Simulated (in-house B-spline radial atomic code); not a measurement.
**Rb⁵⁺: ionisation energy by several methods**

Aim: the ionisation energy of Rb⁵⁺ by several methods, each as the difference of two self-consistent energies (Rb⁵⁺ and the next ion, [Ar] 3d10 4s2 4p1).

Method: non-relativistic, several functionals, spin-polarised, exact exchange averaged over the configuration; spherical all-electron atom at the radial basis limit. Code: in-house B-spline radial atomic code version 1.

## Step 1: The system

```
element       : rubidium (Z = 37)
charge        : +5
electrons     : 32
configuration : [Ar] 3d10 4s2 4p2
nucleus       : point
```

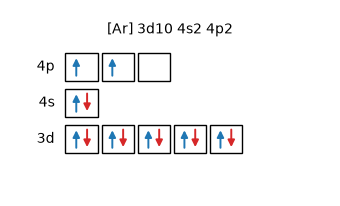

Occupation of the outer shells (arrows by Hund's rule).

Where spins are not typed, each open shell is filled with up spins first.

## Step 2: LC-ωPBE

Settings of the run:

```ini
Z = 37
electrons = 32.0
configuration = [Ar] 3d10 4s2 4p2
hamiltonian = nr
method = lc_wpbe
spin_polarised = True
exact_exchange = averaged over the configuration
```

Started as:

```sh
$ python run_scf.py task.json out
```

The settings of every run stand in task.json; they run in order.

From the run's result record (rounded, not every field):

```text
status: converged
scf [iteration, energy, orbital gradient]:
  - [1, -2927.88133975, 0.471]
  - [2, -2930.60707639, 0.418]
  - [3, -2932.64571545, 0.0644]
  - [4, -2932.70271152, 0.0103]
  - [5, -2932.70368572, 0.00665]
  - [6, -2932.70423507, 0.000502]
  - [7, -2932.70423756, 6.49e-05]
  - [8, -2932.70423761, 6.44e-06]
  - [9, -2932.70423761, 2.73e-07]
energy [hartree]: {"total": -2932.70423761, "kinetic": 2931.15910505, "nuclear": -6919.40941337, "coulomb": 1152.50136414, "exact_exchange": -6.85963007213, "xc": -90.0956633524}
orbitals [hartree, bohr; first row names the columns]:
  - ["name", "occ", "eps", "<r>", "<r^2>", "<1/r>", "r_max", "density_at_nucleus", "spin_orbit_zeta"]
  - ["1s up", 1.0, -544.6967, 0.041283, 0.0022819, 36.498, 0.027277, 15704.0, "-"]
  - ["1s down", 1.0, -544.68805, 0.041283, 0.0022818, 36.498, 0.027277, 15704.0, "-"]
  - ["2s up", 1.0, -74.223925, 0.18219, 0.039056, 8.1354, 0.15354, 1553.1, "-"]
  - ["2s down", 1.0, -74.219351, 0.18218, 0.039053, 8.1353, 0.15354, 1553.0, "-"]
  - ["2p up", 3.0, -67.649878, 0.15688, 0.030043, 8.1171, 0.12136, "-", 1.4166]
  - ["2p down", 3.0, -67.641584, 0.15689, 0.030044, 8.1168, 0.12137, "-", 1.4164]
  - ["3s up", 1.0, -13.354382, 0.52086, 0.3113, 2.7308, 0.46059, 255.88, "-"]
  - ["3s down", 1.0, -13.341818, 0.52063, 0.31091, 2.7311, 0.46069, 255.84, "-"]
  - ["3p up", 3.0, -10.978036, 0.52243, 0.31858, 2.625, 0.45043, "-", 0.21147]
  - ["3p down", 3.0, -10.964116, 0.52213, 0.31805, 2.6256, 0.45056, "-", 0.2115]
  - ["3d up", 5.0, -6.6921632, 0.52037, 0.33032, 2.4032, 0.39244, "-", 0.022706]
  - ["3d down", 5.0, -6.6764086, 0.51895, 0.32797, 2.4068, 0.39241, "-", 0.022769]
  - ["4s up", 1.0, -3.636904, 1.3568, 2.0696, 0.9853, 1.235, 40.438, "-"]
  - ["4s down", 1.0, -3.4979179, 1.3511, 2.0568, 0.99365, 1.224, 41.456, "-"]
  - ["4p up", 2.0, -2.9799621, 1.4705, 2.4429, 0.90011, 1.3278, "-", 0.029941]
sum_r [bohr^k]: {"-1": 187.0111, "1": 16.40887, "2": 15.09868}
density_at_nucleus [bohr^-3]: 35107.67
spin_density_at_nucleus [bohr^-3]: -1.199098
mass_velocity [hartree]: -147.8669
darwin [hartree]: 108.6561
radius_at_0.001 [bohr]: 2.869
radius_enclosing_fraction [bohr]: {"0.5": 0.4055, "0.9": 1.134, "0.99": 2.129}
slater [hartree]:
  F0(4s up,4s up): 0.66221
  F0(4s up,4s down): 0.66362
  F0(4s up,4p up): 0.63486
  G1(4s up,4p up): 0.43634
  F0(4s down,4s down): 0.66505
  F0(4s down,4p up): 0.63601
  F0(4p up,4p up): 0.61122
  F2(4p up,4p up): 0.32722
ionisation_energy [hartree]: 3.0643376
```

Wall time 0.77 s (1 thread, shared host).

The run also solves the next ion with the same method; the record keeps the difference, ionisation_energy. radius_at_0.001 is where the density falls to 0.001 electrons per bohr³.

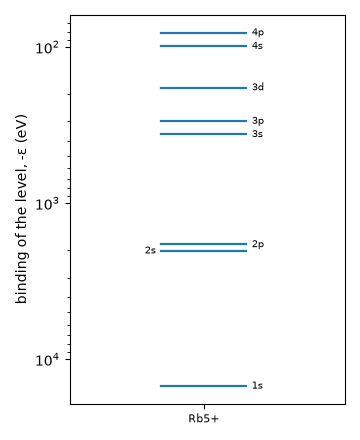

Orbital energies of this run on a logarithmic scale (up spins).

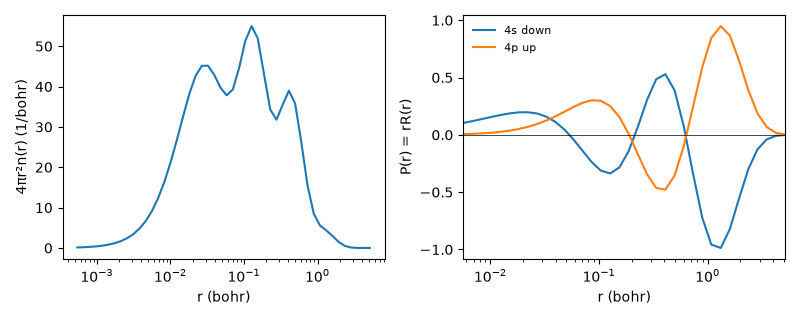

Radial density (left) and the radial functions of 4s down, 4p up (right).

Clear maxima of the radial density (full grid of the record): 0.032, 0.13, 0.41 bohr.

X-ray form factor of the spherical density:

```
sinθ/λ (1/Å)  f (electrons)
           0         32.000
         0.1         30.940
         0.2         28.291
         0.3         25.103
         0.4         22.092
         0.6         17.103
         0.8         13.131
           1         10.151
         1.4          6.923
         1.8          5.573
         2.5          4.054
           4          1.912
           6          1.147
```

## Step 3: CAM-B3LYP

Changes to the settings of step 2:

```diff
@@ -4,3 +4,3 @@
 hamiltonian = nr
-method = lc_wpbe
+method = camb3lyp
 spin_polarised = True
```

Result record:

```text
status: converged
scf [iteration, energy, orbital gradient]:
  - [1, -2928.36129264, 0.466]
  - [2, -2931.13162877, 0.417]
  - [3, -2933.17620012, 0.0658]
  - [4, -2933.23641878, 0.00989]
  - [5, -2933.23749558, 0.00684]
  - [6, -2933.23809759, 0.000437]
  - [7, -2933.2380993, 6.01e-05]
  - [8, -2933.23809933, 3.12e-06]
  - [9, -2933.23809933, 1.03e-07]
energy [hartree]: {"total": -2933.23809933, "kinetic": 2931.78713717, "nuclear": -6920.33658225, "coulomb": 1152.87041868, "exact_exchange": -20.7841634869, "xc": -76.7749094478}
orbitals [hartree, bohr; first row names the columns]:
  - ["name", "occ", "eps", "<r>"]
  - ["1s up", 1.0, -546.48624, 0.041284]
  - ["1s down", 1.0, -546.47526, 0.041284]
  - ["2s up", 1.0, -74.803252, 0.18214]
  - ["2s down", 1.0, -74.796793, 0.18213]
  - ["2p up", 3.0, -68.141994, 0.15688]
  - ["2p down", 3.0, -68.130691, 0.15689]
  - ["3s up", 1.0, -13.508672, 0.5204]
  - ["3s down", 1.0, -13.492775, 0.52022]
  - ["3p up", 3.0, -11.089346, 0.52209]
  - ["3p down", 3.0, -11.069936, 0.52185]
  - ["3d up", 5.0, -6.7262384, 0.51983]
  - ["3d down", 5.0, -6.7094248, 0.51845]
  - ["4s up", 1.0, -3.5797918, 1.3555]
  - ["4s down", 1.0, -3.4415216, 1.3571]
  - ["4p up", 2.0, -2.919676, 1.4733]
sum_r [bohr^k]: {"-1": 187.0361, "1": 16.4112, "2": 15.1226}
ionisation_energy [hartree]: 3.06240024
```

Run time: 0.85 s. Hardware: 1 thread, shared host.

## Step 4: HSE06

Changes to the settings of step 3:

```diff
@@ -4,3 +4,3 @@
 hamiltonian = nr
-method = camb3lyp
+method = hse06
 spin_polarised = True
```

Result record:

```text
status: converged
scf [iteration, energy, orbital gradient]:
  - [1, -2927.88594085, 0.477]
  - [2, -2930.5986889, 0.409]
  - [3, -2932.69835943, 0.0635]
  - [4, -2932.75960696, 0.0103]
  - [5, -2932.76070944, 0.00644]
  - [6, -2932.76129949, 0.000484]
  - [7, -2932.76130177, 5.91e-05]
  - [8, -2932.76130181, 3.45e-06]
  - [9, -2932.76130181, 9.34e-08]
energy [hartree]: {"total": -2932.76130181, "kinetic": 2931.3000348, "nuclear": -6919.75113366, "coulomb": 1152.8429551, "exact_exchange": -23.4239171024, "xc": -73.729240945}
orbitals [hartree, bohr; first row names the columns]:
  - ["name", "occ", "eps", "<r>"]
  - ["1s up", 1.0, -546.86853, 0.041282]
  - ["1s down", 1.0, -546.85743, 0.041281]
  - ["2s up", 1.0, -74.909738, 0.18207]
  - ["2s down", 1.0, -74.903508, 0.18206]
  - ["2p up", 3.0, -68.195349, 0.15689]
  - ["2p down", 3.0, -68.183699, 0.1569]
  - ["3s up", 1.0, -13.518973, 0.51983]
  - ["3s down", 1.0, -13.501322, 0.51967]
  - ["3p up", 3.0, -11.074929, 0.52175]
  - ["3p down", 3.0, -11.053095, 0.52156]
  - ["3d up", 5.0, -6.6768762, 0.51973]
  - ["3d down", 5.0, -6.6592776, 0.51841]
  - ["4s up", 1.0, -3.5067433, 1.3561]
  - ["4s down", 1.0, -3.3633425, 1.3555]
  - ["4p up", 2.0, -2.8477744, 1.4742]
sum_r [bohr^k]: {"-1": 187.0203, "1": 16.40817, "2": 15.10795}
ionisation_energy [hartree]: 3.05912776
```

Run time: 0.77 s. Hardware: 1 thread, shared host.

## Step 5: M06-2X

Changes to the settings of step 4:

```diff
@@ -4,3 +4,3 @@
 hamiltonian = nr
-method = hse06
+method = m062x
 spin_polarised = True
```

Result record:

```text
status: converged
scf [iteration, energy, orbital gradient]:
  - [1, -2933.22105761, 0.129]
  - [2, -2933.23766663, 0.00864]
  - [3, -2933.23822703, 0.00337]
  - [4, -2933.23825074, 0.00177]
  - [5, -2933.2382552, 0.000158]
  - [6, -2933.23825537, 8.44e-05]
  - [7, -2933.23825543, 7.97e-06]
  - [8, -2933.23825543, 1.16e-06]
  - [9, -2933.23825543, 4.9e-08]
energy [hartree]: {"total": -2933.23825543, "kinetic": 2931.70632223, "nuclear": -6921.07021338, "coulomb": 1153.70387139, "exact_exchange": -51.64840511, "xc": -45.9298305689}
orbitals [hartree, bohr; first row names the columns]:
  - ["name", "occ", "eps", "<r>"]
  - ["1s up", 1.0, -549.08623, 0.041318]
  - ["1s down", 1.0, -549.07057, 0.041317]
  - ["2s up", 1.0, -75.658666, 0.18246]
  - ["2s down", 1.0, -75.647754, 0.18246]
  - ["2p up", 3.0, -69.004143, 0.15693]
  - ["2p down", 3.0, -68.988073, 0.15694]
  - ["3s up", 1.0, -13.787373, 0.52074]
  - ["3s down", 1.0, -13.770516, 0.52068]
  - ["3p up", 3.0, -11.366051, 0.52119]
  - ["3p down", 3.0, -11.343777, 0.52116]
  - ["3d up", 5.0, -6.9223537, 0.51726]
  - ["3d down", 5.0, -6.9108051, 0.5157]
  - ["4s up", 1.0, -3.604054, 1.3629]
  - ["4s down", 1.0, -3.3718628, 1.3774]
  - ["4p up", 2.0, -2.9398354, 1.473]
sum_r [bohr^k]: {"-1": 187.056, "1": 16.40884, "2": 15.14212}
ionisation_energy [hartree]: 3.06234596
```

Run time: 0.47 s. Hardware: 1 thread, shared host.

Meta-GGA runs start from a PBE run whose iterations are not counted.

## Step 6: BHandHLYP

Changes to the settings of step 5:

```diff
@@ -4,3 +4,3 @@
 hamiltonian = nr
-method = m062x
+method = bhandhlyp
 spin_polarised = True
```

Result record:

```text
status: converged
scf [iteration, energy, orbital gradient]:
  - [1, -2928.18450923, 0.482]
  - [2, -2931.34803774, 0.38]
  - [3, -2933.04895481, 0.0729]
  - [4, -2933.11850032, 0.0121]
  - [5, -2933.12016909, 0.00853]
  - [6, -2933.12110164, 0.000183]
  - [7, -2933.12110204, 6.31e-05]
  - [8, -2933.12110208, 2.85e-06]
  - [9, -2933.12110208, 1.23e-07]
energy [hartree]: {"total": -2933.12110208, "kinetic": 2931.7516194, "nuclear": -6920.44183534, "coulomb": 1153.01219471, "exact_exchange": -47.8216316829, "xc": -49.6214491587}
orbitals [hartree, bohr; first row names the columns]:
  - ["name", "occ", "eps", "<r>"]
  - ["1s up", 1.0, -549.3676, 0.041281]
  - ["1s down", 1.0, -549.35366, 0.04128]
  - ["2s up", 1.0, -75.856333, 0.18197]
  - ["2s down", 1.0, -75.847888, 0.18196]
  - ["2p up", 3.0, -69.014276, 0.15689]
  - ["2p down", 3.0, -68.998822, 0.1569]
  - ["3s up", 1.0, -13.925728, 0.51904]
  - ["3s down", 1.0, -13.904253, 0.51899]
  - ["3p up", 3.0, -11.418433, 0.52129]
  - ["3p down", 3.0, -11.390307, 0.52129]
  - ["3d up", 5.0, -6.9061027, 0.51906]
  - ["3d down", 5.0, -6.887973, 0.51779]
  - ["4s up", 1.0, -3.612719, 1.3581]
  - ["4s down", 1.0, -3.4309361, 1.3623]
  - ["4p up", 2.0, -2.9276247, 1.4764]
sum_r [bohr^k]: {"-1": 187.039, "1": 16.4111, "2": 15.13291}
ionisation_energy [hartree]: 3.05702289
```

Run time: 0.32 s. Hardware: 1 thread, shared host.

## Step 7: The ladder

| method | rung | total energy (hartree) | ΔSCF (eV) | −ε highest (eV) | ΔSCF less tabulated (eV) |
| --- | --- | --- | --- | --- | --- |
| M06-2X | global hybrid | -2933.2383 | 83.331 | 79.997 (4p up) | +0.431 |
| BHandHLYP | global hybrid | -2933.1211 | 83.186 | 79.665 (4p up) | +0.286 |
| LC-ωPBE | range-separated hybrid | -2932.7042 | 83.385 | 81.089 (4p up) | +0.485 |
| CAM-B3LYP | range-separated hybrid | -2933.2381 | 83.332 | 79.448 (4p up) | +0.432 |
| HSE06 | range-separated hybrid | -2932.7613 | 83.243 | 77.492 (4p up) | +0.343 |

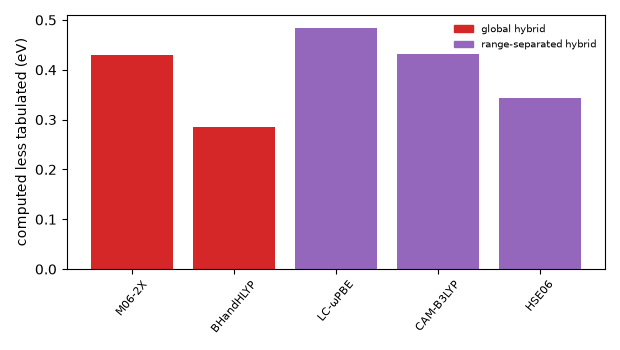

Error of each method against the tabulated value; one colour a rung.

**Reading.** Against the tabulated ionisation energy, 82.9 ± 2 eV (tabulated theoretical; NIST Atomic Spectra Database), the best here is BHandHLYP (+0.286 eV) and the worst LC-ωPBE (+0.485 eV, or 0.58 %). The table's own uncertainty is as large as these misses, so the order means little. These runs lack relativity altogether, which can outweigh the gaps between the methods, so the nearest may be so by luck. These runs leave out relativity, which matters at this nuclear charge. Open shells are averaged (over orientations, and over spins where the run is restricted), while tables refer to the lowest levels.

What each method cost (CPU seconds, one thread, shared host; runs marked * also made radial tables):

| method | CPU time | miss (eV) |
| --- | --- | --- |
| BHandHLYP | 0.32 s | +0.286 |
| M06-2X* | 0.47 s | +0.431 |
| LC-ωPBE* | 0.77 s | +0.485 |
| HSE06* | 0.77 s | +0.343 |
| CAM-B3LYP* | 0.85 s | +0.432 |
